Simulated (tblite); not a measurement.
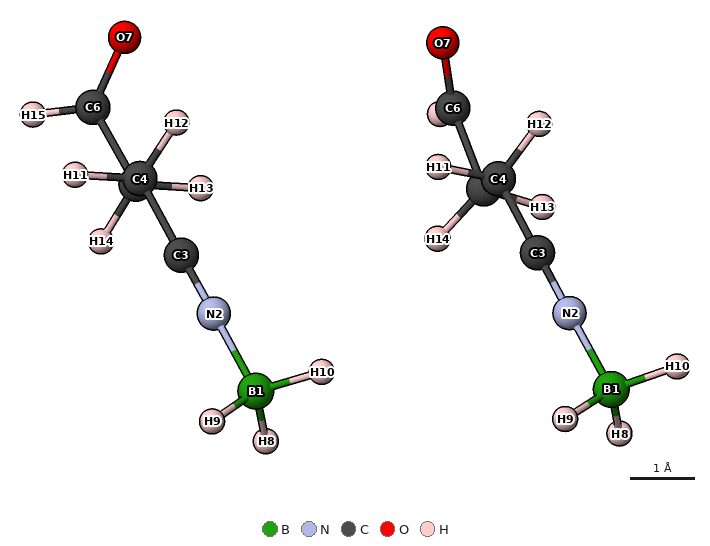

Two geometries of C₄H₈BNO, drawn at one scale. One is the start of a relaxation, the other its converged end. A ball-and-stick model, seen from a free direction.

Computed with GFN2-xTB geometry optimisation, gas phase (tblite). 

> Which geometry has the lower energy?

The right one is the relaxed one. The energy falls by 25.7 kJ/mol in 86 geometry steps. An H atom moves most after the best rigid fit: 0.99 Å. Largest moves by element: H 0.99 Å, O 0.76 Å, C 0.15 Å, B 0.05 Å, N 0.02 Å. Near-neighbour distances that change, for instance: C–C 1.482 → 1.436 Å, B–N 1.502 → 1.462 Å, C–O 1.220 → 1.196 Å, C–H 1.090 → 1.107 Å. Bond angles that change, for instance: C–C–H 119.5° → 113.1°, C–C–O 120.6° → 125.2°, N–B–H 109.5° → 105.1°. Groups turn about C–C by about 65°. The run took 0.74 s on 1 thread of Arm Neoverse N1 (shared host).
